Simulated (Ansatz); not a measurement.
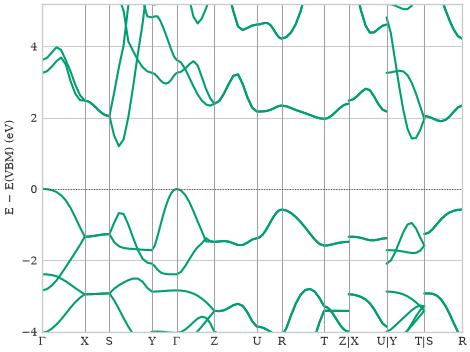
*Band structure from LDA in the plane-wave PAW code Ansatz*

Problem. Read off the gap and where the band edges lie.

Solution. About 1.2 eV (1.19 eV by a search for the band edges); maximum at Γ, minimum on the S–Y line, 24 % of the way from S.

The material is SnO in space group Pmn2_1 (No. 31; Sn on 2a, O on 2a).

The first step of the workflow began from a Materials Project structure, measured or hypothetical; the Crystallography Open Database copy checked does not list it. It is not the phase usual at ambient conditions (space group No. 129). Symmetry was held in the LDA relaxation; phonons on a q-mesh show no instability. A crystal of weakly bound layers computed without a dispersion correction: the cell and the soft elastic constants depend strongly on that. Spin–orbit coupling is left out wherever it is not named.

Potentials: the later of the program's two PAW sets.
